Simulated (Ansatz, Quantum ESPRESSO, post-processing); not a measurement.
# Ballistic transmission: vacuum gap of 4.0 Å between two Na(100) faces, part 3 of 3

Wanted: the transmission near the Fermi level and the conductance of this junction: vacuum gap of 4.0 Å between two Na(100) faces.

Quantum ESPRESSO 7.5; plane-wave DFT, PBE, GBRV ultrasoft pseudopotentials; cross-check by Ansatz 0.2.0 with PAW datasets.

So far. Step 2 (SCF with pw.x): The run needed 11 iterations to bring the estimated error under 1e-07 Ry; the largest force on any atom, held or free, is 0.15 eV/Å. Step 3 (Transmission with pwcond.x): At no point does T exceed the number of channels.

## Step 4: Transmission with pwcond.x, with epsproj = 0.001

Level of this step: transmission by pwcond, lead and junction from one cell; plane-wave DFT, PBE, GBRV ultrasoft pseudopotentials (Quantum ESPRESSO).

A sensitivity test on the input.

The input, cond.w.in:

```
&inputcond
  outdir = './out'
  prefixt = 'scf'
  tran_file = 'cond.w.dat'
  bdl = 1.0000000000
  bds = 8.4523809524
  ikind = 1
  ewind = 4.0
  epsproj = 0.001
  nz1 = 7
  energy0 = 0.4
  denergy = -0.4
/
21
  0.00000000 0.00000000 0.01000000
  0.00000000 0.10000000 0.04000000
  0.00000000 0.20000000 0.04000000
  0.00000000 0.30000000 0.04000000
  0.00000000 0.40000000 0.04000000
  0.00000000 0.50000000 0.02000000
  0.10000000 0.10000000 0.04000000
  0.10000000 0.20000000 0.08000000
  0.10000000 0.30000000 0.08000000
  0.10000000 0.40000000 0.08000000
  0.10000000 0.50000000 0.04000000
  0.20000000 0.20000000 0.04000000
  0.20000000 0.30000000 0.08000000
  0.20000000 0.40000000 0.08000000
  0.20000000 0.50000000 0.04000000
  0.30000000 0.30000000 0.04000000
  0.30000000 0.40000000 0.08000000
  0.30000000 0.50000000 0.04000000
  0.40000000 0.40000000 0.04000000
  0.40000000 0.50000000 0.04000000
  0.50000000 0.50000000 0.01000000
3
```

Launch:

```console
OMP_NUM_THREADS=1 mpirun -n 4 pwcond.x -in cond.w.in > cond.w.out
```

Numbers of over 12 decimals in the logs are rounded to 6 here.

Output:

```text
[banner, memory and clock lines left out]
Program PWCOND v.7.5 starts
[citation notice left out]

[...]
./out/scf.save/

     IMPORTANT: XC functional enforced from input :
     Exchange-correlation= PBE
                           (   1   4   3   4   0   0   0)
     Any further DFT definition will be discarded
     Please, verify this is what you really want

     Reading collected, re-writing distributed wavefunctions

===== INPUT FILE containing all the regions =====

     GEOMETRY:

     lattice parameter (alat)  =       7.9368  a.u.
     the volume                =    4225.9420 (a.u.)^3
     the cross section         =      62.9936 (a.u.)^2
     l of the unit cell        =       8.4524 (alat)
     number of atoms/cell      =           16
     number of atomic types    =            1

     crystal axes: (cart. coord. in units of alat)
               a(1) = (  1.0000  0.0000  0.0000 )
               a(2) = (  0.0000  1.0000  0.0000 )
               a(3) = (  0.0000  0.0000  8.4524 )

   Cartesian axes

     site n.     atom                  positions (alat units)
          1        Na     tau(  1)=(  0.0000  0.0000  8.4524  )
          2        Na     tau(  2)=(  0.5000  0.5000  0.5000  )
          3        Na     tau(  3)=(  0.0000  0.0000  1.0000  )
          4        Na     tau(  4)=(  0.5000  0.5000  1.5000  )
          5        Na     tau(  5)=(  0.0000  0.0000  2.0000  )
          6        Na     tau(  6)=(  0.5000  0.5000  2.5000  )
          7        Na     tau(  7)=(  0.0000  0.0000  3.0000  )
          8        Na     tau(  8)=(  0.5000  0.5000  3.5000  )
          9        Na     tau(  9)=(  0.0000  0.0000  4.4524  )
         10        Na     tau( 10)=(  0.5000  0.5000  4.9524  )
         11        Na     tau( 11)=(  0.0000  0.0000  5.4524  )
         12        Na     tau( 12)=(  0.5000  0.5000  5.9524  )
         13        Na     tau( 13)=(  0.0000  0.0000  6.4524  )
         14        Na     tau( 14)=(  0.5000  0.5000  6.9524  )
         15        Na     tau( 15)=(  0.0000  0.0000  7.4524  )
         16        Na     tau( 16)=(  0.5000  0.5000  7.9524  )

     nr1s                      =           32
     nr2s                      =           32
     nr3s                      =          288
     nr1sx                     =           32
     nr2sx                     =           32
     nr3sx                     =          288
     nr1                       =           36
     nr2                       =           36
     nr3                       =          320
     nr1x                      =           36
     nr2x                      =           36
     nr3x                      =          320

 _______________________________
  Radii of nonlocal spheres:

     type       ibeta     ang. mom.          radius (alat units)
       Na         1         0                    0.2543
       Na         2         0                    0.2543
       Na         3         1                    0.2543
       Na         4         1                    0.2543
       Na         5         2                    0.2543
----- General information -----

--- T calc. with identical leads (ikind=1) ---

     nrx                       =           32
     nry                       =           32
     nz1                       =            7

     energy0               =         4.0E-01
     denergy               =        -4.0E-01
     nenergy               =          3
     ecut2d                =         4.0E+01
     ewind                 =         4.0E+00
     epsproj               =         1.0E-03

     number of k_|| points=   21
                       cryst. coord.
        k(    1) = (   0.0000000   0.0000000), wk =   0.0100000
        k(    2) = (   0.0000000   0.1000000), wk =   0.0400000
[...]
k(   21) = (   0.5000000   0.5000000), wk =   0.0100000
----- Information about left/right lead -----

     nocros                   =           13
     noins                    =           13
     norb                     =           39
     norbf                    =          195
     nrz                      =           34

      iorb      type   ibeta   ang. mom.   m       position (alat)
        1        1       1        0        1   taunew(   1)=(  0.0000  0.0000  0.0000)
        2        1       2        0        1   taunew(   2)=(  0.0000  0.0000  0.0000)
[...]
39        1       5        2        5   taunew(  39)=(  0.0000  0.0000  1.0000)
    k slab    z(k)  z(k+1)     crossing(iorb=1,norb)
    1   0.0000 0.0294 0.0294   111111111111100000000000000000000000000
    2   0.0294 0.0588 0.0294   111111111111100000000000000000000000000
[...]
34   0.9706 1.0000 0.0294   000000000000000000000000001111111111111
----- Information about scattering region -----

     noins                    =          169
     norb                     =          195
     norbf                    =          195
     nrz                      =          254

      iorb      type   ibeta   ang. mom.   m       position (alat)
        1        1       1        0        1   taunew(   1)=(  0.0000  0.0000  0.0000)
        2        1       2        0        1   taunew(   2)=(  0.0000  0.0000  0.0000)
[...]
195        1       5        2        5   taunew( 195)=(  0.0000  0.0000  7.4524)
 ngper, shell number =          193          29
 ngper, n2d =          193          60
---  E-Ef =    0.4000000  k =    0.0000000   0.0000000
---  ie =          1  ik =          1
 Nchannels of the left tip =            1
 Right moving states:
   k1(2pi/a)   k2(2pi/a)   E-Ef (eV)
  -0.3448325  -0.0000011   0.4000000
 Left moving states:
   k1(2pi/a)   k2(2pi/a)   E-Ef (eV)
   0.3448324  -0.0000011   0.4000000

 to transmit
 Band j to band i transmissions and reflections:
    j         i     |T_ij|^2    |R_ij|^2

    1 -->     1     0.98969     0.01031
   Total T_j, R_j =    0.98969  0.01031

E-Ef(ev), T(x2 spins) =    0.4000000   1.9793729
---  E-Ef =    0.0000000  k =    0.0000000   0.0000000
---  ie =          2  ik =          1
 Nchannels of the left tip =            1
 Right moving states:
   k1(2pi/a)   k2(2pi/a)   E-Ef (eV)
  -0.3829241  -0.0000011   0.0000000
 Left moving states:
   k1(2pi/a)   k2(2pi/a)   E-Ef (eV)
   0.3829241  -0.0000011   0.0000000

 to transmit
 Band j to band i transmissions and reflections:
    j         i     |T_ij|^2    |R_ij|^2

    1 -->     1     0.96623     0.03377
   Total T_j, R_j =    0.96623  0.03377

E-Ef(ev), T(x2 spins) =    0.0000000   1.9324609
---  E-Ef =   -0.4000000  k =    0.0000000   0.0000000
---  ie =          3  ik =          1
 Nchannels of the left tip =            1
 Right moving states:
   k1(2pi/a)   k2(2pi/a)   E-Ef (eV)
  -0.4231890  -0.0000012  -0.4000000
 Left moving states:
   k1(2pi/a)   k2(2pi/a)   E-Ef (eV)
   0.4231890  -0.0000012  -0.4000000

 to transmit
 Band j to band i transmissions and reflections:
    j         i     |T_ij|^2    |R_ij|^2

    1 -->     1     0.92107     0.07893
   Total T_j, R_j =    0.92107  0.07893

E-Ef(ev), T(x2 spins) =   -0.4000000   1.8421474
 ngper, shell number =          198         101
 ngper, n2d =          198          58
[... further energies and points left out ...]
---  E-Ef =    0.4000000  k =    0.5000000   0.5000000
---  ie =          1  ik =         21
 Nchannels of the left tip =            0
 Right moving states:
   k1(2pi/a)   k2(2pi/a)   E-Ef (eV)
 Left moving states:
   k1(2pi/a)   k2(2pi/a)   E-Ef (eV)

 to transmit
          E-Ef(ev), T =    0.4000000   0.0000000
---  E-Ef =    0.0000000  k =    0.5000000   0.5000000
---  ie =          2  ik =         21
 Nchannels of the left tip =            0
 Right moving states:
   k1(2pi/a)   k2(2pi/a)   E-Ef (eV)
 Left moving states:
   k1(2pi/a)   k2(2pi/a)   E-Ef (eV)

 to transmit
          E-Ef(ev), T =    0.0000000   0.0000000
---  E-Ef =   -0.4000000  k =    0.5000000   0.5000000
---  ie =          3  ik =         21
 Nchannels of the left tip =            0
 Right moving states:
   k1(2pi/a)   k2(2pi/a)   E-Ef (eV)
 Left moving states:
   k1(2pi/a)   k2(2pi/a)   E-Ef (eV)

 to transmit
          E-Ef(ev), T =   -0.4000000   0.0000000
   T_tot     0.40000      0.15161E+01
   T_tot     0.00000      0.12602E+01
   T_tot    -0.40000      0.10012E+01

[...]
```

Wall time 71 s (4 MPI ranks of Arm Neoverse V2, shared host); peak memory 0.27 GiB.

The changed values were drawn from a wide range, not chosen for quality; the comparison shows what they did here together.

Beside the run it was changed from:

```
                                  quantity  this run  unchanged run  difference
 transmission at the Fermi level, one spin    0.6301         0.6365     -0.0064
lead channels at the Fermi level, one spin     1.210          1.210           0
                             wall time (s)        71            166
```

Over all energies T moves by up to 0.011, at 0.4 eV.

The physical values in this table move by up to 1 %.

## Step 5: The same in Ansatz

A second code with its own PAW datasets, on the same atoms.

Level of this step: plane-wave DFT, PBE, Ansatz PAW (Ansatz 0.2.0).

The input, input.yaml:

```yaml
crystal:
  lattice:
    - [4.2, 0.0, 0.0]
    - [0.0, 4.2, 0.0]
    - [0.0, 0.0, 35.5]
  atoms:
    - { symbol: Na, position: [0.0, 0.0, 0.0] }
    - { symbol: Na, position: [0.5, 0.5, 0.0591549296] }
    - { symbol: Na, position: [0.0, 0.0, 0.1183098592] }
    - { symbol: Na, position: [0.5, 0.5, 0.1774647887] }
    - { symbol: Na, position: [0.0, 0.0, 0.2366197183] }
    - { symbol: Na, position: [0.5, 0.5, 0.2957746479] }
    - { symbol: Na, position: [0.0, 0.0, 0.3549295775] }
    - { symbol: Na, position: [0.5, 0.5, 0.414084507] }
    - { symbol: Na, position: [0.0, 0.0, 0.5267605634] }
    - { symbol: Na, position: [0.5, 0.5, 0.585915493] }
    - { symbol: Na, position: [0.0, 0.0, 0.6450704225] }
    - { symbol: Na, position: [0.5, 0.5, 0.7042253521] }
    - { symbol: Na, position: [0.0, 0.0, 0.7633802817] }
    - { symbol: Na, position: [0.5, 0.5, 0.8225352113] }
    - { symbol: Na, position: [0.0, 0.0, 0.8816901408] }
    - { symbol: Na, position: [0.5, 0.5, 0.9408450704] }
kpoints:
  mp_grid: { grid: [6, 6, 1] }
hamiltonian:
  xc: pbe
scf:
  occupations: { method: fermi_dirac, width: 0.1 }
  convergence: { dr2_threshold: 1.0e-08 }
output:
  transmission: { leads: [[0, 2]], e_range: [-0.4, 0.4], de: 0.4, kmesh: [10, 10] }
  write_potential: true
  write_density: true
  volumetric_format: npy
```

Launch:

```console
ansatz run input.yaml --threads 4 --pin off --max-ram 8192MiB --backend cpu --events-out ev --progress --plain --runs-dir out
```

Output:

```text
Engine: ansatz 0.2.0, aarch64-unknown-linux-gnu
Pseudopotentials: kind: paw
Pseudopotential: Na, paw, valence charge 9, recommended cutoff 420 eV (normal), Na.paw.azcp
Functional definition: PBE
  parameter kappa = 0.804
  parameter beta = 0.066725
  exchange = pbe_x(kappa = kappa, mu = beta*pi^2/3)
  correlation = pbe_c(beta = beta)
Crystal: 16 atoms, lattice volume = 626.220 Å³
Basis set: ecut = 420 eV, 12107 PW (Γ)
Bands: 88, of which v1, the nominal top of the filled ones, is band 72 counted from 1 (71 counted from 0)
Symmetry: 16 space group operations
Space group: P4/nmm (ITA 129), of the structure as read, at distance tolerance 8.6e-5 Å
k-points: 10 of 36
Non-local potential: Na, projectors of the file, l = 0: 3, l = 1: 2, l = 2: 1
PAW form: soft (Blöchl's): semilocal exchange-correlation on the pseudo side does not see the compensation charge
PAW one-centre angular grid: Na, 110 points (default); XC on 64 Gauss nodes
Initial density: superposition of atomic densities (neutral atoms: chi_scale 0, normalization atom), corrected by the library's trained network
Initial wavefunctions: pseudopotential atomic-orbital guess
Functional: x = pbe(κ = 0.804, μ = 0.219515), c = pbe(β = 0.066725)
SCF iter   1: F=—  HF=-23782.548607 eV  |F-HF|=—  |Δ(HF+E_count)|=         —  Δρ=1.07e-3  dr2=1.14e0  ethr=1.77e-3  ⟨swp⟩=9.1  Hψ=3495  notcnv=0  defer=7
preconditioner: auto → LDOS  [metal: Δε(μ)=0.082 eV  Ē_g=3.115 eV  σ=0.100 eV  W_gap=0.20  n_scr=104 (ndim 8)  ℏωp=5.9 eV  f_vac=0.014  D(μ)=8.72/eV (n_scr^D=44)  β→1.0]
SCF iter   2: F=—  HF=-23782.523450 eV  |F-HF|=—  |Δ(HF+E_count)|=   2.52e-2  Δρ=6.86e-4  dr2=1.57e-2  ethr=7.91e-4  ⟨swp⟩=1.8  Hψ=1037  notcnv=0  defer=4
SCF iter   3: F=—  HF=-23782.523108 eV  |F-HF|=—  |Δ(HF+E_count)|=   3.42e-4  Δρ=6.57e-4  dr2=1.62e-3  ethr=1.09e-5  ⟨swp⟩=2.0  Hψ=1513  notcnv=0  defer=4
SCF iter   4: F=—  HF=-23782.522180 eV  |F-HF|=—  |Δ(HF+E_count)|=   9.28e-4  Δρ=4.00e-5  dr2=7.96e-5  ethr=1.13e-6  ⟨swp⟩=2.0  Hψ=1513  notcnv=0  defer=4
SCF iter   5: F=—  HF=-23782.522181 eV  |F-HF|=—  |Δ(HF+E_count)|=   1.22e-6  Δρ=1.54e-5  dr2=2.39e-6  ethr=5.53e-8  ⟨swp⟩=2.1  Hψ=931  notcnv=0  defer=4
SCF iter   6: F=—  HF=-23782.522134 eV  |F-HF|=—  |Δ(HF+E_count)|=   4.70e-5  Δρ=2.87e-6  dr2=1.62e-7  ethr=1.66e-9  ⟨swp⟩=2.1  Hψ=1474  notcnv=0  defer=4
SCF iter   7: F=—  HF=-23782.522134 eV  |F-HF|=—  |Δ(HF+E_count)|=   4.21e-9  Δρ=2.03e-6  dr2=1.43e-8  ethr=1.12e-10  ⟨swp⟩=2.1  Hψ=1594  notcnv=0  defer=4
SCF iter   8: F=-23782.522134 eV  HF=-23782.522134 eV  |F-HF|=5.86e-10  |Δ(HF+E_count)|=   8.07e-9  Δρ=3.72e-7  dr2=1.33e-9  ethr=6.94e-12  ⟨swp⟩=9.3  Hψ=2989  notcnv=0
SCF 1 converged in 8 iterations: F = -23782.522134 eV  dr2 = 1.33e-9
  greatest PAW one-centre occupation: 0.999 electrons in one spin orbital (limit 2), on the Na atom at site 8 (counted from 0), in its partial waves of l = 0
transmission: 100 of 987 steps passed
transmission: 200 of 987 steps passed
[...]
transmission: 987 of 987 steps passed
SCF converged after 8 iterations
Free energy (F): -23782.522134 eV
Harris-Foulkes:  -23782.522134 eV  (|F-HF|=5.86e-10)
Internal energy: -23782.235776 eV  (E = F + TS)
E sigma→0 (E₀):  -23782.378955 eV
Entropy (-TS):   -0.286359 eV (-17.897 meV/atom)
Fermi energy:    1.507320 eV
--- Per-component energies (eV) ---
  E_band       = -3894.054270
  E_kinetic    = 1921.777636
  E_local      = -25033.805632  (includes V_loc(G=0)·N_el)
  E_nonlocal   = 1841.489722
  E_hartree    = 9401.341310
  E_xc         = -612.834111
  E_vxc        = -787.386105  (∫ρ·V_xc dr)
  E_paw        = -4210.636068  (= ΣΔE_a)
  E_vpaw       = -638.809694  (= ΣTr[D̂ρ^β])
  E_aug_tail   = -0.000518  (compensation charges beyond the density's cutoff)
  E_ewald      = -7089.568113
  E_smearing   = -0.286359  (= −TS)
  E_closure    = 0.000000  (closes the sum)
  Σ components = -23782.522134   (vs F -23782.522134, Δ=0.00e0)
--- Band table (eV; the first three rows and the last of 10) ---
  k-point 0: bands = [... 68 lower, -1.0562, -0.6213, -0.4144, 0.2503, 0.4147, 1.3463, 1.4265, 2.6442, ... 12 higher]
  k-point 1: bands = [... 68 lower, -0.8150, -0.3820, -0.1759, 0.4861, 0.6494, 1.5769, 1.6554, 2.8607, ... 12 higher]
  k-point 2: bands = [... 68 lower, -0.0978, 0.3295, 0.5335, 1.1856, 1.3465, 2.0467, 2.1374, 2.2259, ... 12 higher]
  k-point 9: bands = [... 68 lower, 2.5015, 2.5015, 2.7238, 2.7238, 2.7658, 2.7658, 2.8601, 2.8601, ... 12 higher]
--- Transmission ---
  basis      : 149 plane waves across, 47 finite elements along
  points     : 21, standing for a mesh of 10 x 10
  energies   : 3 from -0.400000 to 0.400000 eV about the Fermi level, 0.400000 eV apart; the leads are filled to 0.000000 eV, and channels, transmission and decay are at 0.000000 eV
  crystal 0  : Na2, at the sites [0, 2], period 4.2000 Å, over 33.60 Å; its Hamiltonian steps by up to 18.2 meV
    offset         : up to 0.0000 Å between an atom of the period and one for which it stands
    channels       : 1.210000e0 a spin
    conductance    : none, the energies end too early or step too widely for 300 K: set another output.transmission.e_range or a lower de, or, where they end at an eighth of basis.ecutwfc, a higher one
    slowest decay  : 0.2443 /Å at (0.5000, 0.4000)
  junction   : crystal 0 to crystal 0, -0.35 to 30.95 Å
    transmission   : 6.384383e-1 a spin
    conductance    : none, the energies end too early or step too widely for 300 K: set another output.transmission.e_range or a lower de, or, where they end at an eighth of basis.ecutwfc, a higher one
```

Wall time 56 s (4 threads); peak memory 1.4 GiB; 3.4 min of CPU time.

Numbers from this step:

```
free energy                                  : -23782.5221 eV
energy at zero smearing                      : -23782.3790 eV
smearing term TS                             : 0.2864 eV
Fermi energy                                 : 1.507 eV
symmetry operations                          : 16
transmission at the Fermi level, one spin    : 0.6384
lead channels at the Fermi level, one spin   : 1.21
step of the lead's Hamiltonian over a period : 18.2 meV
```

Per spin; mean over the k mesh across the current. The transmission, zone mean by energy, zero at the Fermi level:

```
energy (eV)  transmission, zone mean
     -0.400                    0.500
      0.000                    0.638
      0.400                    0.784
```

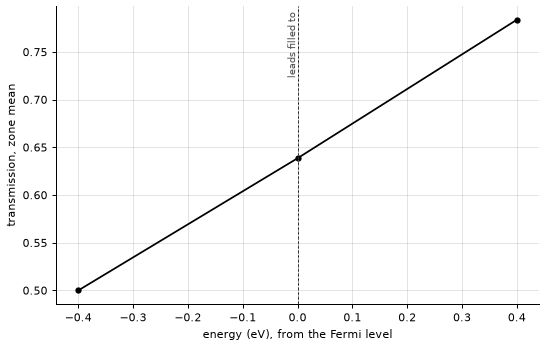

Transmission, zone mean against energy.

Per spin; mean over the k mesh across the current. Table of open channels, zone mean by energy, zero at the Fermi level:

```
energy (eV)  open channels, zone mean
     -0.400                      1.01
      0.000                      1.21
      0.400                      1.37
```

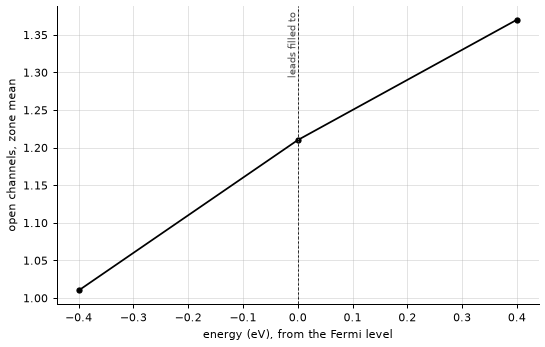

Open channels, zone mean, plotted against energy.

Ansatz finds T = 0.638 against pwcond's 0.637.

## Step 6: All levels side by side

All levels:

```
                   step  T at the Fermi level (per spin)  conductance (G0)  r.m.s. T(E) from the first  CPU time of the step (s)  peak memory (GiB)
                 Ansatz                           0.6384                 -                           0                     201.5              1.364
                 pwcond                           0.6365            0.6365                    0.008434                     664.3               0.35
pwcond, changed setting                           0.6301            0.6301                     0.01554                     282.8               0.27
```

Per spin; mean over the k mesh across the current. The transmission, zone mean by energy, zero at the Fermi level:

```
energy (eV)  Ansatz  pwcond  pwcond, changed setting
     -0.400   0.500   0.502                    0.501
      0.000   0.638   0.637                    0.630
      0.400   0.784   0.769                    0.758
```

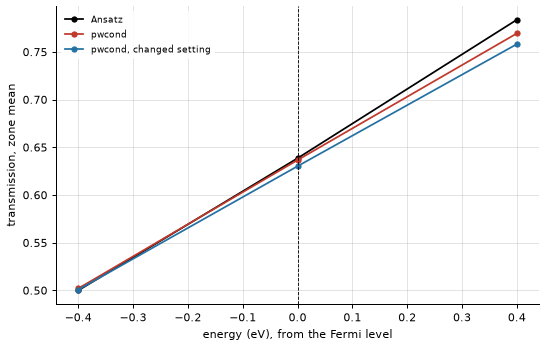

Transmission, zone mean against energy.

## Step 7: The arithmetic

The Landauer sum over the mesh, Σ w T = 0.0800 × 0.921 + 0.0800 × 0.83 + 0.0800 × 0.657 + … = 0.6365.

G = 0.637 × 77.48 µS = 49.3 µS a cell. Times the area of 17.640 Å², the resistance-area product is A/G = 3.58 fΩ m², the leads' contact resistance included.

Free electrons at 1 an atom (2 atoms in 74.1 Å³) have k_F = 0.928 1/Å and offer A k_F²/4π = 1.21 channels per spin; the lead has 1.21 on this mesh.

## Step 8: What came out

```yaml
conductance_from_t_at_the_fermi_level_a_cell: 0.637 G₀
conductance_per_area: 280 S/μm²
lead_channels_per_spin: 1.21
the_same_conductance_by_ansatz: 0.638 G₀
```

The junction conducts 0.637 G₀ a cell at the Fermi level (PBE, GBRV ultrasoft). At the Fermi level the junction passes 53 % of what the leads offer. At the Fermi level pwcond and Ansatz differ by 0.30 %, a close match. The mean rests on 21 distinct points, the heaviest weighing 0.08, and the mesh was not tested, so even the second digit is unsure. Over -0.4 to 0.4 eV, T lies between 0.50 and 0.77 per spin. The geometry is as built, not relaxed, and the leads are short. Semilocal functionals lack the image potential in a vacuum gap.

[Logs are printed without paths, hosts, clocks, repeated set-up lines and the standing remarks that a program may print on its own settings, such as how far it seeks lower states.]

[Hosts, paths, dates, database ids (printed as entryN), source tags and the programs' standing remarks are cut or masked in the printed files.]

[Maps of the electrostatic potential energy from Ansatz leave out the sawtooth potential of an applied field or a dipole correction, so their vacuum need not be flat; planar profiles and work functions include it.]
